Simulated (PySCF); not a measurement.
C3H2F3OS (SMILES [CH2]OC(=S)C(F)(F)F) (doublet)

```xyz
10

C     1.3881   -0.5959   -0.8596
O     0.9461   -0.8091    0.3395
C    -0.1314   -0.3097    0.9262
S    -0.4812   -0.7425    2.4818
C    -1.0162    0.6464    0.1497
F    -2.0557    1.0659    0.8533
F    -1.4981    0.0813   -0.9789
F    -0.3392    1.7428   -0.2557
H     2.2895   -1.1276   -1.1064
H     0.9070    0.0531   -1.5724
```

Geometry: GFN2-xTB.

Theory: UKS B3LYP, pcH-1 on C F H O S, non-relativistic, mean-field spin-orbit, GIAO (PySCF 2.14.0, density-fitted response routines).

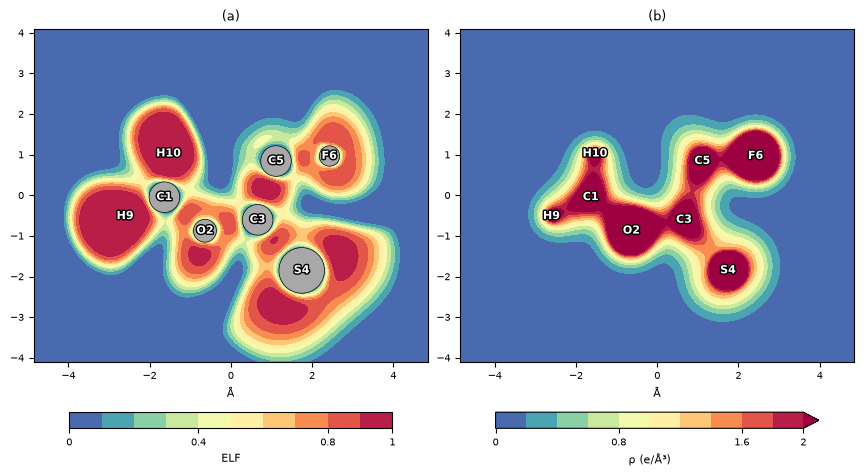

Figure 1. (a) electron localisation function; (b) total electron density on the plane of atoms O2, C3 and S4. Grey discs cover the atomic cores in the ELF map.

Question: Describe what can be read from this map.

Answer:
- Atoms in the plane: C, O, S, F and H.
- C–O (1.30 Å): ρ at the midpoint is about 2.6 e/Å³; the ELF peaks at about 0.90 between the atoms; a short, strongly polar bond.
- C–F (1.32 Å): the density is about 2.5 e/Å³ at the midpoint; the ELF peaks at about 0.85 between the atoms (a shared but strongly polarised pair).
- C–C (1.52 Å): the density is about 1.8 e/Å³ at the midpoint; the ELF peaks at about 1 between the atoms: a covalent bond.
- C–S (1.65 Å): ρ at the midpoint is about 1.5 e/Å³; the ELF peaks at about 0.90 between the atoms (a covalent bond).
- C–H (1.08 Å): ρ is about 2.1 e/Å³ halfway; the ELF climbs to about 1 towards the hydrogen, as it does in any bond to H; a covalent bond by its length.
- The ELF also peaks beside S4, O2 and F6, away from the bonds: non-bonding electrons, paired or unpaired.

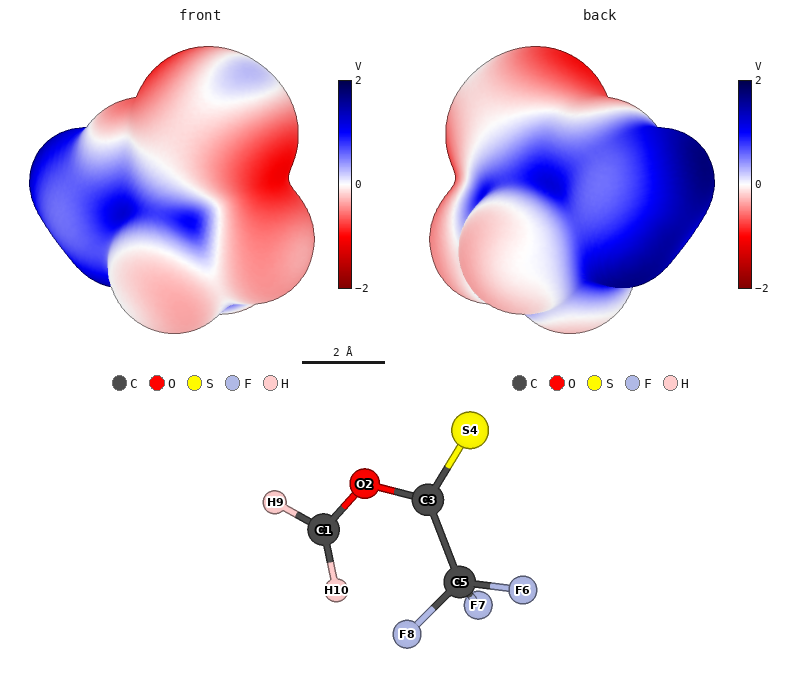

Figure 2. The molecular electrostatic potential painted on the density surface at 0.002 e/bohr³, seen from the front and from behind; red is negative and blue positive. The bare structure is drawn below in the same view.

Question: Where is the surface potential most negative and most positive?

Answer: The most negative region (about −1.0 V) lies over S4 and F6, the most positive (about +1.7 V) over H9 and H10.
